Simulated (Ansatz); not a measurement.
## ScSn2Pt2, from a guessed structure to a relaxed one

This structure for ScSn2Pt2 is made up. Its elements were placed in a known structure type with a cell scaled to their sizes. What cell does the guess relax to, and how far off was it?

Calculated with Ansatz 0.2.0; DFT, r2SCAN, plane-wave PAW, files of the set soft_1, scalar-relativistic, no spin, cell and ions relaxed at zero pressure; PAW set soft_1, in the first sound run; inputs show where later runs differ.

### Step 1. The starting structure

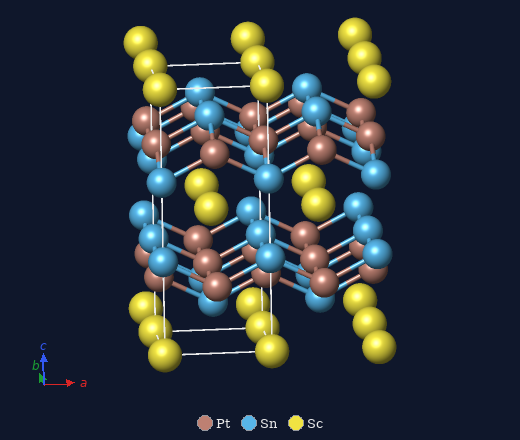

Start, viewed slightly off an axis; platinum pink, tin blue, scandium yellow. 2×2×1 cells are drawn. This picture shows the conventional cell, with its axes. Some periodic images of atoms are drawn too.

### Step 2. Relaxing cell and atoms

The guessed cell has no reason to be at equilibrium. It is relaxed with the atoms, within the space group of the guess.

input.yaml

```yaml
crystal:
  lattice:
    - [-2.075, 2.075, 5.2505]
    - [2.075, -2.075, 5.2505]
    - [2.075, 2.075, -5.2505]
  atoms:
    - { symbol: Pt, position: [0.75, 0.25, 0.5] }
    - { symbol: Pt, position: [0.25, 0.75, 0.5] }
    - { symbol: Sn, position: [0.3504, 0.3504, 0.0] }
    - { symbol: Sn, position: [0.6496, 0.6496, 0.0] }
    - { symbol: Sc, position: [0.0, 0.0, 0.0] }
kpoints:
  mp_grid: { grid: [9, 9, 9] }
scf:
  occupations: { method: fermi_dirac, width: 0.05 }
hamiltonian:
  xc: r2scan
  pseudopotentials: { kind: paw, azcp: { folder: soft_1 } }
relax:
  f_tol: 0.015
  max_steps: 70
  cell: {}
output:
  forces: true
  stress: true
```

On the command line:

```bash
ansatz run input.yaml --threads 4 --pin off --max-ram 8192MiB --backend cpu --events-out ev --progress --plain --runs-dir out
```

Numbers of over 12 decimals in the logs are rounded to 6 here.

What it wrote:

```text
basis.fft_grid_basis auto: the FFT boxes are laid along the combinations [[1, 0, 1], [0, 1, 1], [0, 0, 1]] of the cell's own vectors, 4.150, 4.150 and 6.015 Å long. The dense box has 32×32×45 points. Along the cell's own vectors, as sized, it would have 45×45×45, 1.98 times as many. Of the 16 symmetry operations that the crystal satisfies within crystal.symmetry.tolerance (time reversal apart; of a slab, those that k [...]
Engine: ansatz 0.2.0, x86_64-unknown-linux-gnu
Pseudopotentials: kind: paw
Pseudopotential: Pt, paw, valence charge 18, recommended cutoff 500 eV (meta_gga), soft_1/Pt.paw.azcp
Pseudopotential: Sn, paw, valence charge 14, recommended cutoff 500 eV (meta_gga), soft_1/Sn.paw.azcp
Pseudopotential: Sc, paw, valence charge 11, recommended cutoff 500 eV (meta_gga), soft_1/Sc.paw.azcp
Functional definition: r2SCAN
  parameter k0 = 0.174
  parameter k1 = 0.065
  parameter a1 = 4.9479
  exchange = r2scan_x(k0 = k0, k1 = k1, a1 = a1)
  correlation = r2scan_c
Crystal: 5 atoms, lattice volume = 90.427 Å³
Basis set: ecut = 500 eV, 2299 PW (Γ), FFT grids on a1+a3, a2+a3, a3, exchange–correlation on 128×128×180 points (64 copies of the dense FFT grid, shifted against one another)
Bands: 45, of which v1, the nominal top of the filled ones, is band 38 counted from 1 (37 counted from 0)
Symmetry: 16 space group operations
Space group: I4/mmm (ITA 139), of the structure as read, at distance tolerance 4.5e-5 Å
k-points: 75 of 729
Non-local potential: Pt, projectors of the file, l = 0: 3, l = 1: 2, l = 2: 2, l = 3: 1
Non-local potential: Sn, projectors of the file, l = 0: 2, l = 1: 2, l = 2: 2, l = 3: 1
Non-local potential: Sc, projectors of the file, l = 0: 3, l = 1: 2, l = 2: 3, l = 3: 1
PAW form: soft (Blöchl's): semilocal exchange-correlation on the pseudo side does not see the compensation charge
PAW frozen core: Pt, regenerated for the run's functional (the file was generated under x = pbe(κ = 0.804, μ = 0.219515), c = pbe(β = 0.066725))
PAW frozen core: Sn, regenerated for the run's functional (the file was generated under x = pbe(κ = 0.804, μ = 0.219515), c = pbe(β = 0.066725))
PAW frozen core: Sc, regenerated for the run's functional (the file was generated under x = pbe(κ = 0.804, μ = 0.219515), c = pbe(β = 0.066725))
PAW one-centre angular grid: Pt, 590 points (default); XC on 160 Gauss nodes
PAW one-centre angular grid: Sn, 590 points (default); XC on 160 Gauss nodes
PAW one-centre angular grid: Sc, 590 points (default); XC on 224 Gauss nodes
Initial density: superposition of atomic densities (chi_scale 0.1, normalization cell, long waves kept (reshape's long-wave potential 0.01 eV rms))
Initial wavefunctions: pseudopotential atomic-orbital guess
Functional: x = r2scan, c = r2scan; τ floored in thin density (d = 2e-4 eV/Å³)
SCF iter   1: F=—  HF=-39295.316603 eV  |F-HF|=—  |Δ(HF+E_count)|=         —  Δρ=1.59e-1  dr2=5.39e1  dr2_τ=1.53e0  ethr=3.10e-3  ⟨swp⟩=6.4  Hψ=12738  notcnv=0  defer=1
preconditioner: auto → Kerker (q_TF=auto, 2.645 Å⁻¹)  [metal: Δε(μ)=0.005 eV  Ē_g=13.492 eV  σ=0.050 eV  W_gap=0.02  n_scr=32 (ndim 8)  ℏωp=27.9 eV  f_vac=0.000  D(μ)=5.11/eV (n_scr^D=36)]
SCF iter   2: F=—  HF=-39291.534532 eV  |F-HF|=—  |Δ(HF+E_count)|=    3.78e0  Δρ=5.71e-2  dr2=3.84e0  dr2_τ=2.27e0  ethr=3.10e-3  ⟨swp⟩=4.0  Hψ=7889  notcnv=0  defer=25
SCF iter   3: F=—  HF=-39291.640942 eV  |F-HF|=—  |Δ(HF+E_count)|=   1.06e-1  Δρ=3.08e-2  dr2=1.06e0  dr2_τ=6.02e-2  ethr=3.10e-3  ⟨swp⟩=2.2  Hψ=4405  notcnv=0  defer=120
SCF iter   4: F=—  HF=-39291.638042 eV  |F-HF|=—  |Δ(HF+E_count)|=   2.90e-3  Δρ=1.88e-2  dr2=6.50e-1  dr2_τ=2.55e-2  ethr=1.41e-3  ⟨swp⟩=3.4  Hψ=6886  notcnv=0  defer=126
SCF iter   5: F=—  HF=-39291.574577 eV  |F-HF|=—  |Δ(HF+E_count)|=   6.35e-2  Δρ=6.44e-3  dr2=8.67e-2  dr2_τ=1.60e-3  ethr=8.67e-4  ⟨swp⟩=2.4  Hψ=4167  notcnv=0  defer=115
SCF iter   6: F=—  HF=-39291.565190 eV  |F-HF|=—  |Δ(HF+E_count)|=   9.39e-3  Δρ=2.06e-3  dr2=1.07e-2  dr2_τ=1.41e-4  ethr=1.16e-4  ⟨swp⟩=2.1  Hψ=3868  notcnv=0  defer=113
SCF iter   7: F=—  HF=-39291.564328 eV  |F-HF|=—  |Δ(HF+E_count)|=   8.62e-4  Δρ=6.80e-4  dr2=1.15e-3  dr2_τ=1.64e-5  ethr=1.42e-5  ⟨swp⟩=2.1  Hψ=4086  notcnv=0  defer=109
SCF iter   8: F=—  HF=-39291.564293 eV  |F-HF|=—  |Δ(HF+E_count)|=   3.52e-5  Δρ=3.21e-4  dr2=2.29e-4  dr2_τ=4.90e-6  ethr=1.54e-6  ⟨swp⟩=2.2  Hψ=4019  notcnv=0  defer=108
SCF iter   9: F=—  HF=-39291.564286 eV  |F-HF|=—  |Δ(HF+E_count)|=   6.54e-6  Δρ=1.10e-4  dr2=2.75e-5  dr2_τ=8.94e-7  ethr=3.05e-7  ⟨swp⟩=1.9  Hψ=3481  notcnv=0  defer=108
SCF iter  10: F=—  HF=-39291.564297 eV  |F-HF|=—  |Δ(HF+E_count)|=   1.04e-5  Δρ=1.90e-5  dr2=3.39e-7  dr2_τ=2.19e-8  ethr=3.67e-8  ⟨swp⟩=2.0  Hψ=4363  notcnv=0  defer=108
SCF iter  11: F=-39291.564297 eV  HF=-39291.564297 eV  |F-HF|=2.19e-8  |Δ(HF+E_count)|=   4.80e-7  Δρ=8.17e-6  dr2=5.95e-8  dr2_τ=2.88e-9  ethr=1.33e-10  ⟨swp⟩=5.2  Hψ=12453  notcnv=0
SCF 1 converged in 11 iterations: F = -39291.564297 eV  dr2 = 5.95e-8
  greatest PAW one-centre occupation: 1.000 electrons in one spin orbital (limit 2), on the Pt atom at site 1 (counted from 0), in its partial waves of l = 0
relax step   1: F+E_penalty+E_count = -39291.56429707 eV  Δ(F+E_penalty+E_count) = +0.000e0 eV  max|allowed force component| = 1.004e1 eV/Å  Δτ_max = 0.0000 Å  P = +57.985 GPa  Ω = 90.427 Å³  (11 SCF iters, dr2 threshold 1.00e-7 eV, accepted)
Crystal: 5 atoms, lattice volume = 99.537 Å³
Basis set: ecut = 500 eV, 2491 PW (Γ), FFT grids on a1+a3, a2+a3, a3, exchange–correlation on 128×128×180 points (64 copies of the dense FFT grid, shifted against one another)
Initial density: handed on by an earlier stage of this run
Initial wavefunctions: those handed on with the density
iter 1 solved again at ethr=3.16e-4 eV; its pass at ethr=3.10e-3 eV (dr2=2.37e-1 eV) is discarded
SCF iter   1: F=—  HF=-39294.543915 eV  |F-HF|=—  |Δ(HF+E_count)|=         —  Δρ=1.64e-2  dr2=2.44e-1  dr2_τ=1.66e0  ethr=3.16e-4  ⟨swp⟩=1.2  Hψ=16614  notcnv=0
preconditioner: auto → Kerker (q_TF=auto, 2.603 Å⁻¹)  [metal: Δε(μ)=0.005 eV  Ē_g=13.784 eV  σ=0.050 eV  W_gap=0.03  n_scr=32 (ndim 8)  ℏωp=26.6 eV  f_vac=0.000  D(μ)=2.74/eV (n_scr^D=14)]
SCF iter   2: F=—  HF=-39296.242976 eV  |F-HF|=—  |Δ(HF+E_count)|=    1.70e0  Δρ=9.44e-3  dr2=8.09e-2  dr2_τ=1.33e-2  ethr=3.16e-4  ⟨swp⟩=3.3  Hψ=8194  notcnv=0
SCF iter   3: F=—  HF=-39296.236027 eV  |F-HF|=—  |Δ(HF+E_count)|=   6.95e-3  Δρ=4.17e-3  dr2=1.80e-2  dr2_τ=7.71e-4  ethr=1.08e-4  ⟨swp⟩=2.2  Hψ=5379  notcnv=0  defer=92
[...]
SCF iter   9: F=—  HF=-39296.683374 eV  |F-HF|=—  |Δ(HF+E_count)|=   5.72e-8  Δρ=1.94e-5  dr2=5.05e-7  dr2_τ=1.46e-8  ethr=3.41e-9  ⟨swp⟩=2.2  Hψ=5066  notcnv=0  defer=37
SCF iter  10: F=-39296.683374 eV  HF=-39296.683374 eV  |F-HF|=1.35e-8  |Δ(HF+E_count)|=   2.45e-8  Δρ=3.97e-6  dr2=4.09e-8  dr2_τ=9.56e-10  ethr=6.67e-10  ⟨swp⟩=4.8  Hψ=10880  notcnv=0
SCF 3 converged in 10 iterations: F = -39296.683374 eV  dr2 = 4.09e-8
relax step   3: F+E_penalty+E_count = -39296.68337376 eV  Δ(F+E_penalty+E_count) = -4.439e-1 eV  max|allowed force component| = 2.377e-1 eV/Å  Δτ_max = 0.1216 Å  P = +4.371 GPa  Ω = 102.604 Å³  energy of the carried Pulay correction = -3.269e-3 eV  (10 SCF iters, dr2 threshold 5.00e-7 eV, accepted)
[...]
relax step   4: F+E_penalty+E_count = -39296.73376930 eV  Δ(F+E_penalty+E_count) = -5.040e-2 eV  max|allowed force component| = 1.964e-1 eV/Å  Δτ_max = 0.0206 Å  P = +0.293 GPa  Ω = 106.201 Å³  energy of the carried Pulay correction = -4.158e-3 eV  (8 SCF iters, dr2 threshold 5.00e-7 eV, accepted)
[...]
relax step   5: F+E_penalty+E_count = -39296.73604435 eV  Δ(F+E_penalty+E_count) = -2.275e-3 eV  max|allowed force component| = 4.191e-2 eV/Å  Δτ_max = 0.0044 Å  P = +0.166 GPa  Ω = 106.197 Å³  energy of the carried Pulay correction = -4.157e-3 eV  (5 SCF iters, dr2 threshold 5.00e-7 eV, accepted)
[...]
relax step   6: F+E_penalty+E_count = -39296.73804708 eV  Δ(F+E_penalty+E_count) = -2.003e-3 eV  max|allowed force component| = 5.096e-2 eV/Å  Δτ_max = 0.0026 Å  P = +0.147 GPa  Ω = 106.299 Å³  energy of the carried Pulay correction = -4.182e-3 eV  (6 SCF iters, dr2 threshold 3.72e-7 eV, accepted)
[...]
relax step   7: F+E_penalty+E_count = -39296.74346921 eV  Δ(F+E_penalty+E_count) = -5.422e-3 eV  max|allowed force component| = 2.704e-1 eV/Å  Δτ_max = 0.0223 Å  P = +0.117 GPa  Ω = 106.937 Å³  energy of the carried Pulay correction = -4.336e-3 eV  (8 SCF iters, dr2 threshold 1.64e-7 eV, accepted)
[...]
relax step   8: F+E_penalty+E_count = -39296.74819361 eV  Δ(F+E_penalty+E_count) = -4.724e-3 eV  max|allowed force component| = 1.309e-2 eV/Å  Δτ_max = 0.0299 Å  P = -0.050 GPa  Ω = 107.744 Å³  energy of the carried Pulay correction = -4.529e-3 eV  (7 SCF iters, dr2 threshold 5.00e-7 eV, accepted)
[...]
relax step   9: F+E_penalty+E_count = -39296.74827714 eV  Δ(F+E_penalty+E_count) = -8.353e-5 eV  max|allowed force component| = 1.556e-4 eV/Å  Δτ_max = 0.0016 Å  P = -0.006 GPa  Ω = 107.674 Å³  energy of the carried Pulay correction = -4.513e-3 eV  (6 SCF iters, dr2 threshold 1.80e-8 eV, accepted)
Basis set: ecut = 500 eV, 2759 PW (Γ), FFT grids on a1+a3, a2+a3, a3, exchange–correlation on 144×144×192 points (64 copies of the dense FFT grid, shifted against one another)
Initial wavefunctions: pseudopotential atomic-orbital guess (no wavefunctions were taken with the density)
iter 1 solved again at ethr=1.20e-7 eV; its pass at ethr=3.10e-3 eV (dr2=8.98e-5 eV) is discarded
SCF iter   1: F=—  HF=-39296.748438 eV  |F-HF|=—  |Δ(HF+E_count)|=         —  Δρ=8.40e-4  dr2=3.24e-5  dr2_τ=1.68e-4  ethr=1.20e-7  ⟨swp⟩=4.2  Hψ=22016  notcnv=0
preconditioner: auto → Kerker (q_TF=auto, 2.569 Å⁻¹)  [metal: Δε(μ)=0.004 eV  Ē_g=13.132 eV  σ=0.050 eV  W_gap=0.02  n_scr=32 (ndim 8)  ℏωp=25.6 eV  f_vac=0.000  D(μ)=2.75/eV (n_scr^D=14)]
SCF iter   2: F=—  HF=-39296.752283 eV  |F-HF|=—  |Δ(HF+E_count)|=   3.85e-3  Δρ=4.28e-4  dr2=8.40e-6  dr2_τ=7.96e-5  ethr=4.32e-8  ⟨swp⟩=2.0  Hψ=5604  notcnv=0
SCF iter   3: F=—  HF=-39296.753983 eV  |F-HF|=—  |Δ(HF+E_count)|=   1.70e-3  Δρ=1.78e-5  dr2=1.22e-7  dr2_τ=1.19e-7  ethr=1.12e-8  ⟨swp⟩=2.0  Hψ=6081  notcnv=0
SCF iter   4: F=—  HF=-39296.753985 eV  |F-HF|=—  |Δ(HF+E_count)|=   2.46e-6  Δρ=6.27e-6  dr2=4.30e-8  dr2_τ=7.29e-9  ethr=1.62e-10  ⟨swp⟩=2.0  Hψ=5547  notcnv=0
SCF iter   5: F=—  HF=-39296.753985 eV  |F-HF|=—  |Δ(HF+E_count)|=   5.17e-8  Δρ=2.13e-6  dr2=4.06e-9  dr2_τ=5.12e-10  ethr=5.73e-11  ⟨swp⟩=2.1  Hψ=4474  notcnv=0
SCF iter   6: F=—  HF=-39296.753985 eV  |F-HF|=—  |Δ(HF+E_count)|=   1.04e-8  Δρ=7.24e-7  dr2=1.08e-9  dr2_τ=5.62e-11  ethr=5.41e-12  ⟨swp⟩=2.0  Hψ=5527  notcnv=0
SCF iter   7: F=—  HF=-39296.753985 eV  |F-HF|=—  |Δ(HF+E_count)|=  5.24e-10  Δρ=2.24e-7  dr2=9.80e-11  dr2_τ=2.22e-12  ethr=1.44e-12  ⟨swp⟩=2.0  Hψ=5518  notcnv=0
SCF iter   8: F=-39296.753985 eV  HF=-39296.753985 eV  |F-HF|=1.46e-11  |Δ(HF+E_count)|=  5.09e-11  Δρ=8.38e-8  dr2=8.38e-12  dr2_τ=1.03e-12  ethr=1.00e-12  ⟨swp⟩=5.0  Hψ=11318  notcnv=0
SCF 10 converged in 8 iterations: F = -39296.753985 eV  dr2 = 8.38e-12
relax step  10: F+E_penalty+E_count = -39296.75398529 eV  Δ(F+E_penalty+E_count) = -5.708e-3 eV  max|allowed force component| = 4.362e-4 eV/Å  Δτ_max = 0.0000 Å  P = +0.007 GPa  Ω = 107.674 Å³  stress off target by 1.76e-2 GPa  SCF on the basis re-selected at this cell (its energy is not comparable with the rows above)  (8 SCF iters)
basis re-selected at this cell: Δ(F+E_penalty+E_count) = -5.708e-3 eV, ΔP = +0.012 GPa vs the last step (what re-selecting the basis moved, of the pressure what is left beyond the Pulay correction that the steps carried, after the strain that the cell walked since its last selection, with what the two solves' SCF thresholds leave and, on support functions, any second-order correction that the steps lacked; it is no measure of the basis error at this ecutwfc). The dense FFT grid was sized anew with the basis: this SCF ran on 36×36×48 points, the steps before it on 32×32×45, so part of this shift can come from that change (see relax.cell in the input reference). [rest of the remark cut]
SCF converged after 8 iterations
Free energy (F): -39296.753985 eV
Harris-Foulkes:  -39296.753985 eV  (|F-HF|=1.46e-11)
Internal energy: -39296.731538 eV  (E = F + TS)
E sigma→0 (E₀):  -39296.742762 eV
Entropy (-TS):   -0.022447 eV (-4.489 meV/atom)
Fermi energy:    14.215617 eV
--- Per-component energies (eV) ---
  E_band       = -844.527773
  E_kinetic    = 1741.679598
  E_local      = -7416.334797  (includes V_loc(G=0)·N_el)
  E_nonlocal   = 843.800998
  E_hartree    = 3165.667755
  E_xc         = -753.377463
  E_vxc        = -887.373532  (∫ρ·V_xc dr)
  E_paw        = -28813.336596  (= ΣΔE_a)
  E_vpaw       = -1517.150856  (= ΣTr[D̂ρ^β])
  E_aug_tail   = 0.001637  (compensation charges beyond the density's cutoff)
  E_vtau       = 59.513841  (kinetic-family band-sum trace: ∫τ·v_τ [+ j·A + Jᵃ·Aᵃ] dr)
  E_ewald      = -8065.601587
  E_core_change = 0.768917  (= ΣΔE_core)
  E_smearing   = -0.022447  (= −TS)
  E_closure    = -0.000000  (closes the sum)
  Σ components = -39296.753985   (vs F -39296.753985, Δ=0.00e0)
--- Forces (eV/Å), atoms counted from 1 ---
  atom   1  Pt    -0.00000000    -0.00000000     0.00000000
  atom   2  Pt     0.00000000    -0.00000000     0.00000000
  atom   3  Sn     0.00000000     0.00000000     0.00043624
  atom   4  Sn     0.00000000    -0.00000000    -0.00043624
  atom   5  Sc     0.00000000     0.00000000     0.00000000
  max |Σ_I F_I| component: 6.94e-18 eV/Å
--- Stress (GPa, compression-positive) ---
        0.001251       0.000000       0.000000
        0.000000       0.001251      -0.000000
       -0.000000      -0.000000       0.017555
  P = ⅓ Tr σ = 0.0067 GPa (0.067 kbar)
--- Relaxed structure (9 steps of the walk, 9 accepted, 1 SCFs on fresh bases) ---
  F+E_penalty+E_count = -39296.75398529 eV   max|allowed force component| = 4.362e-4 eV/Å   (the final SCF, on the basis selected at the relaxed cell)
  cell:  # Å, volume = 107.6735 Å³
    - [-2.241801, 2.241801, 5.356176]
    - [2.241801, -2.241801, 5.356176]
    - [2.241801, 2.241801, -5.356176]
  atoms:
    - { symbol: Pt, position: [0.75, 0.25, 0.5] }
    - { symbol: Pt, position: [0.25, 0.75, 0.5] }
    - { symbol: Sn, position: [0.374294, 0.374294, 0] }
    - { symbol: Sn, position: [0.625706, 0.625706, 0] }
    - { symbol: Sc, position: [1.1811515906327183e-18, 1.1811515906327183e-18, 0] }
```

It took 42 s on 4 threads of Intel Xeon Platinum 8559C (Emerald Rapids), shared host; peak memory 0.97 GiB; 2.7 min of CPU time.

Step by step:

```
step  energy less that of the first step (eV)  largest force component (eV/Å)  pressure (GPa)  volume (Å³)
   1                                   0.0000                         10.0429           57.98        90.43
   2                                  -4.6752                          2.7197           14.37        99.54
   3                                  -5.1191                          0.2377            4.37       102.60
   4                                  -5.1695                          0.1964            0.29       106.20
   5                                  -5.1717                          0.0419            0.17       106.20
   6                                  -5.1738                          0.0510            0.15       106.30
   7                                  -5.1792                          0.2704            0.12       106.94
   8                                  -5.1839                          0.0131           -0.05       107.74
   9                                  -5.1840                          0.0002           -0.01       107.67
 10*                                  -5.1897                          0.0004            0.01       107.67
```

Relaxation steps marked * repeat the geometry before them on a plane-wave basis chosen anew for their cell, so energy and pressure can jump there.

The run keeps the 16 symmetry operations that it works with, so distortions that break them were not tested.

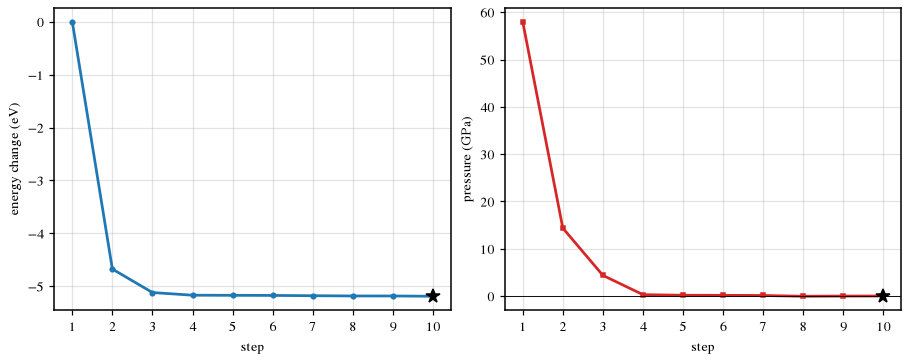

Energy and pressure along the relaxation. Stars mark steps on a basis chosen anew.

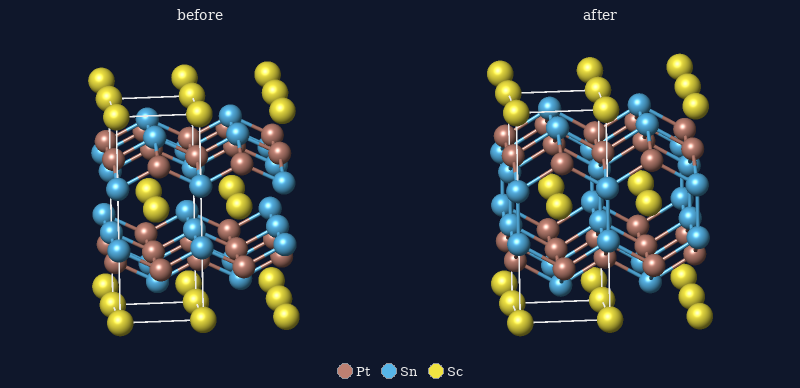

Before and after, at one scale.

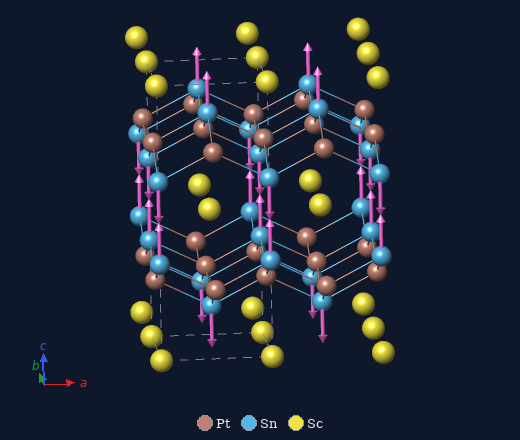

Displacements in the relaxation, exaggerated, measured against the changing cell; the longest in the cell stands for 0.26 Å. 2×2×1 conventional cells are drawn. Some periodic images of atoms are drawn too.

```
conventional cell, symmetrised  before   after   change
                         a (Å)   4.150   4.484   +8.0 %
                         b (Å)   4.150   4.484   +8.0 %
                         c (Å)  10.501  10.712   +2.0 %
              volume (Å³/atom)   18.09   21.53  +19.1 %
```

The atoms that moved most (Å, as changes of fractional coordinates times the final cell):

```
atom     dx     dy      dz  length
 Sn3  0.000  0.000   0.256   0.256
 Sn4  0.000  0.000  -0.256   0.256
```

Final coordinates:

```xyz
5
Lattice="-2.2418 2.2418 5.3562 2.2418 -2.2418 5.3562 2.2418 2.2418 -5.3562" Properties=species:S:1:pos:R:3 pbc="T T T"
Pt    0.0000    2.2418    2.6781
Pt    2.2418    0.0000    2.6781
Sn    0.0000    0.0000    4.0096
Sn    0.0000    0.0000    6.7028
Sc    0.0000    0.0000    0.0000
```

Numbers from this step:

- free energy: -39296.7540 eV
- energy at zero smearing: -39296.7428 eV
- smearing term TS: 0.02245 eV
- Fermi energy: 14.22 eV
- electrons: 75
- symmetry operations: 16
- pressure: 0.006685 GPa

The shortest distance of each pair, which need not be the same contact before and after:

```
 pair  guess (Å)  relaxed (Å)
Pt–Sn      2.327        2.607
Sn–Sn      3.142        2.693
Pt–Pt      2.934        3.170
Sc–Sn      3.329        3.445
Pt–Sc      3.346        3.493
```

The relaxation ends with a largest force component of 4.4e-4 eV/Å and a pressure of 0.01 GPa.

[end of part 1 of 2]

[Logs are printed without paths, hosts, clocks, repeated set-up lines and the standing remarks that a program may print on its own settings, such as how far it seeks lower states.]

[Hosts, paths, dates, database ids (printed as entryN), source tags and the programs' standing remarks are cut or masked in the printed files.]
